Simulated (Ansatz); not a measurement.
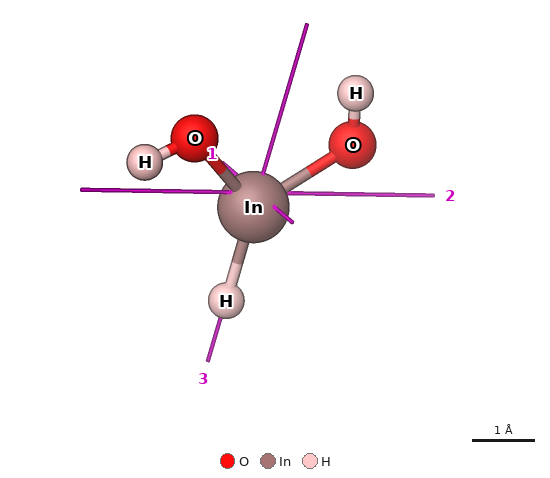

The three principal axes of inertia are drawn and numbered. Atoms fade into the background with distance from the viewer. The geometry was computed by an optimisation with PBE0-D4/def2-TZVP. No frequency run is at hand to confirm it as a minimum. Masses are those of the most abundant isotopes; constants are for the rigid equilibrium geometry.

Q: Which line is the a axis (least moment of inertia), which b and which c?

A: a is line 2, b is line 3, c is line 1; the moments are 42.5, 88.3, 131 u Å².

Q: Classify the rotor and give the rotational constants (MHz).

A: An asymmetric top (Cs): A = 11891, B = 5725, C = 3864 MHz. Ray's parameter κ is −0.54, nearer the prolate limit.
